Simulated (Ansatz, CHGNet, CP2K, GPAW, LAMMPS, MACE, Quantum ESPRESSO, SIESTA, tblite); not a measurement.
# Forces in aqueous Li+ and I-, 1.5 mol of salt per kg of water at 360 K (110 atoms), program by program

Aim: forces, pressure and gap of aqueous Li+ and I-, 1.5 mol of salt per kg of water at 360 K (110 atoms) at one geometry, from other programs and methods, against plane-wave PBE.

Results are calculated, not measured.

**1. The structure**

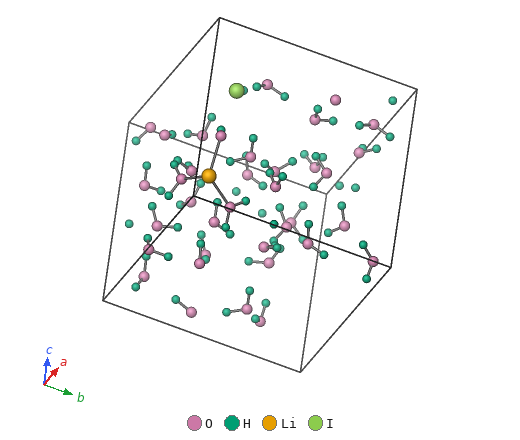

The cell (oxygen pink, hydrogen teal, lithium orange, iodine green). Bonds to atoms that aren't drawn are left out. Some periodic images of atoms are drawn too.

The cell holds 110 atoms (36 O, 72 H, 1 Li and 1 I), with edges of 10.44, 10.44 and 10.44 Å. Recipe: 36 H2O, 1 Li+, 1 I- placed at random, at 1.14 g/cm³; overlaps pushed apart, then 10 ps at 420 K with Joung-Cheatham ions (J. Phys. Chem. B 112, 9020 (2008)); SPC/E water (Berendsen, Grigera and Straatsma, J. Phys. Chem. 91, 6269 (1987)). Snapshot after 20 ps at 360 K and fixed volume. The density is 1.14 g/cm³.

**2. The reference input**

Quantum ESPRESSO 7.5: Kohn-Sham DFT, PBE, SSSP efficiency 1.3.0 pseudopotentials, plane waves. Its input, pw.in:

```
&control
  calculation = 'scf'
  pseudo_dir = './pseudo'
  outdir = './tmp'
  disk_io = 'none'
  tprnfor = .true.
  tstress = .true.
/
&system
  ibrav = 0
  nat = 110
  ntyp = 4
  ecutwfc = 60
  ecutrho = 480
  nosym = .true.
  occupations = 'smearing'
  smearing = 'fd'
  degauss = 0.003675
/
&electrons
  conv_thr = 5.5e-07
  electron_maxstep = 100
  mixing_beta = 0.4
  mixing_mode = 'plain'
  diagonalization = 'david'
/
ATOMIC_SPECIES
O 15.999 O.upf
H 1.008 H.upf
Li 6.940 Li.upf
I 126.904 I.upf
CELL_PARAMETERS angstrom
10.44226 0.00000 0.00000
0.00000 10.44226 0.00000
0.00000 0.00000 10.44226
ATOMIC_POSITIONS crystal
O 0.42411 0.03145 0.04980
H 0.38477 0.03311 0.13709
H 0.45501 0.11919 0.02704
O 0.18334 0.05282 0.55987
[... 104 atom lines left out ...]
Li 0.87977 0.10412 0.22349
I 0.87535 0.17902 0.73468
K_POINTS gamma
```

```console
$ OMP_NUM_THREADS=1 mpirun -np 2 pw.x -in pw.in > output.txt
```

Wall time 1.7 min (2 MPI ranks of Arm Neoverse V2, shared host); peak memory 2.9 GiB; 3.4 min of CPU time.

It converged with an r.m.s. force component of 0.54 eV/Å and a pressure of -2.0 GPa.

Its highest filled and lowest empty levels lie 3.64 eV apart on its k-points.

**3. What was run beside it**

- CHGNet: machine-learned potential, published weights.
- CP2K 2026.2: Gaussian basis with GTH pseudopotentials and a plane-wave density; labels give functional, basis (MOLOPT sets; SR short-range, UZH the newer set with its own potentials), grid cutoff/relative cutoff and solver (OT: orbital transformation; TRS4, TC2, SIGN: linear-scaling purification with its sparsity filter), or its built-in tight binding.
- GPAW 26.7.0: PAW with atomic orbitals (LCAO), plane waves or a real-space grid of spacing h.
- MACE: machine-learned potential, published weights.
- Quantum ESPRESSO 7.5: plane waves; labels (QE) give functional, pseudopotential set and cutoffs of waves/density.
- SIESTA 5.4.2: numerical atomic orbitals, whose automatically made sets are far from complete, with PseudoDojo norm-conserving potentials that we converted to its format (checked against plane waves on the same files for H, C, O, Si, Ge and Ca alone); labels give functional, basis size, energy shift and mesh cutoff.
- tblite 0.8.0: extended tight binding, driven from Python.

All use the same cell and atoms, and the electronic-structure runs the same k-mesh.

**4. All runs compared**

Differences are against the reference: forces as r.m.s. over components, share as that over the reference's r.m.s. force, slope as the fitted ratio of a run's forces to the reference's.

```
                                                                      run  Δ force, r.m.s. (meV/Å)  share (%)   slope  Δ pressure (GPa)  Δ gap (eV)  cores  CPU time  memory (GiB)
                                                                reference                        -          -       -                 -           -      2   3.4 min           2.9
                                                  CHGNet r2SCAN potential                      253       47.0   1.044             -1.81           -      1     4.3 s           1.8
                                           CP2K GFN1-xTB, diagonalisation                      362       67.2   1.180             -3.05           -      1     4.9 s          0.23
                  CP2K PBE+D4, DZVP-MOLOPT-SR, 600/50 Ry, diagonalisation                     31.5       5.84   1.001            -0.282        1.14      2   4.5 min           3.0
            CP2K PBE, DZVP-MOLOPT-SR, 210/50 Ry, diagonalisation (coarse)                     88.6       16.4   0.991             0.439        1.11      2   3.1 min          0.87
            CP2K PBE, DZVP-MOLOPT-SR, 300/50 Ry, diagonalisation (coarse)                     72.3       13.4   0.986             0.332        1.13      2   3.6 min           1.4
                               CP2K PBE, DZVP-MOLOPT-SR, 600/50 Ry, OT CG                     33.3       6.17   0.997             0.289        1.14      4    10 min           2.6
CP2K PBE, DZVP-MOLOPT-SR, 600/50 Ry, TC2 filter 1e-04, SCF 1e-05 (coarse)                     33.6       6.22   1.000             0.261           -      4   2.1 min           2.6
         CP2K PBE, DZVP-MOLOPT-SR, 600/50 Ry, TC2 filter 1e-05, SCF 1e-06                     36.1       6.69   0.995             0.320           -      4   2.1 min           2.6
                     CP2K PBE, DZVP-MOLOPT-SR, 600/50 Ry, diagonalisation                     33.3       6.17   0.997             0.289        1.14      2     4 min           2.9
                     CP2K PBE, DZVP-MOLOPT-SR, 600/70 Ry, diagonalisation                     33.3       6.17   0.997             0.289        1.14      2   5.6 min           2.9
             CP2K PBE, SZV-MOLOPT-SR, 600/50 Ry, diagonalisation (coarse)                     1700        315  -1.091              9.13        3.27      1   2.1 min           2.8
                           CP2K PBE, TZVP-UZH, 600/50 Ry, diagonalisation                      101       18.7   0.892             0.848      0.0804      4     4 min           3.9
                                             GPAW PBE, LCAO dzp, h 0.18 Å                      414       76.8   0.525                 -       0.211      2      57 s           1.2
                                              MACE MP-0b2 small potential                     61.8       11.5   0.919             0.310           -      1     5.8 s           0.7
                                             MACE MP-0b3 medium potential                     57.5       10.7   0.926             0.317           -      1     8.1 s           1.3
                        QE PBE, sssp-1.3.0-efficiency, 35/280 Ry (coarse)                     73.1       13.5   0.912             -7.42     -0.0147      2      95 s           1.4
                              SIESTA PBE, DZP, shift 0.01 Ry, mesh 500 Ry                      405       75.2   0.456              1.07       0.119      2   2.2 min           1.5
                     SIESTA PBE, SZP, shift 0.01 Ry, mesh 500 Ry (coarse)                     1471        273  -0.695              3.28       0.638      2   1.9 min           1.4
                              SIESTA PBE, TZP, shift 0.01 Ry, mesh 500 Ry                      436       80.8   0.436              1.05      0.0747      4   2.7 min           2.0
                                                          tblite GFN2-xTB                      272       50.5   1.135             -1.11           -      1     8.6 s          0.11
```

Rows marked coarse were listed beforehand as settings not expected to be converged; some can still land near the reference.

Times of the machine-learned potentials are mostly Python's start and the loading of weights.

Left out of this page: tblite IPEA1-xTB (killed or ended with an error).

Runs without a result: CP2K PBE, DZVP-MOLOPT-SR, 600/50 Ry, TC2 filter 1e-03, SCF 1e-04 (not converged).

CPU time is summed over cores on shared hosts, so it is rough.

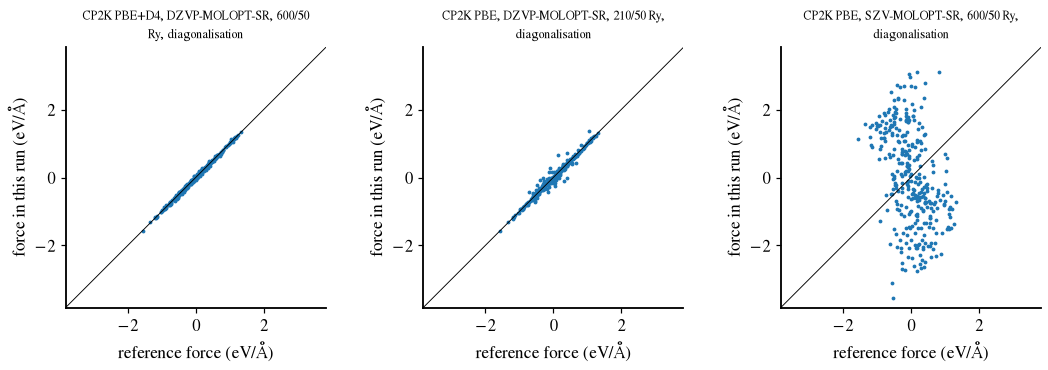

Force components against those of the reference; the line marks equality.

**5. Findings**

Forces lie from 5.8 % (CP2K PBE+D4, DZVP-MOLOPT-SR, 600/50 Ry, diagonalisation) to 315 % (CP2K PBE, SZV-MOLOPT-SR, 600/50 Ry, diagonalisation, coarse) of the reference's r.m.s. force of 0.54 eV/Å away from it. The PBE runs in local orbitals, coarse settings apart, differ by 6.2 % (CP2K PBE, DZVP-MOLOPT-SR, 600/70 Ry, diagonalisation) to 81 % (SIESTA PBE, TZP, shift 0.01 Ry, mesh 500 Ry); basis, grid and potentials can all enter. Tight binding differs by 50 % (tblite GFN2-xTB) to 67 % (CP2K GFN1-xTB, diagonalisation); it is another model, with fitted parameters of its own, and the xTB methods hold dispersion. Machine-learned potentials differ by 11 % (MACE MP-0b3 medium potential) to 47 % (CHGNet r2SCAN potential); they were trained on other programs' data, some at another functional.

Rows with another functional or a dispersion term differ by 5.8 % (CP2K PBE+D4, DZVP-MOLOPT-SR, 600/50 Ry, diagonalisation), which mixes the change of model with differences of basis and potentials. Runs with settings chosen to be coarse differ by 6.2 % (CP2K PBE, DZVP-MOLOPT-SR, 600/50 Ry, TC2 filter 1e-04, SCF 1e-05) to 315 % (CP2K PBE, SZV-MOLOPT-SR, 600/50 Ry, diagonalisation), their programs' other errors included. CP2K PBE, TZVP-UZH, 600/50 Ry, diagonalisation softens the forces by a factor of 0.89 while following their directions (correlation 0.986). In CP2K PBE, TZVP-UZH, 600/50 Ry, diagonalisation the difference has nearly one length on every H (0.15 eV/Å) and points along its bond, outwards: this method prefers longer bonds, and stiff bonds to hydrogen turn a small shift into a large force. From CP2K PBE, DZVP-MOLOPT-SR, 210/50 Ry, diagonalisation to the finer CP2K PBE, DZVP-MOLOPT-SR, 600/70 Ry, diagonalisation the share falls from 16 to 6.2 %. Pressures at PBE, coarse settings apart, lie +0.29 to +1.07 GPa from the reference's. Gaps at PBE, coarse settings apart, lie +0.07 to +1.14 eV from the reference's.

**Limits.** Periodic xTB results under one method name differ between programs and library versions. With short bonds to hydrogen, sets of potentials differ among themselves by several per cent in forces even at converged cutoffs, so the reference isn't exact here either. The potentials hold different valence shells: 298 electrons in the reference, 296 in GPAW; this bears on time and differences. The reference's pressure holds the uncorrected Pulay stress of its 60 Ry basis, so small pressure differences may be the reference's own error. Machine-learned potentials mimic data converged in k, so the reference's own k-point error enters their differences. The network of contacts between molecules at the start is that of the classical potential that made the cell, and needn't be the one that DFT or experiment would give. The reference's PBE has no dispersion term, which matters for the binding between molecules or layers. The density was typed from a rule of thumb and may lie off the real one at this temperature. The electronic-structure runs sample only Γ, in a cell whose shortest periodic width is 10 Å. Spin–orbit coupling is left out, which matters for the levels of the heavy elements. Where levels are smeared, the DFT runs use Fermi–Dirac occupations at 580 K (0.05 eV), and energies are free energies. The reference's cutoffs and mesh weren't converged further here.

[Logs are printed without paths, hosts, clocks, repeated set-up lines and the standing remarks that a program may print on its own settings, such as how far it seeks lower states.]

[Hosts, paths, dates, database ids (printed as entryN), source tags and the programs' standing remarks are cut or masked in the printed files.]

[Cells were taken only where this reference lay near another plane-wave run.]
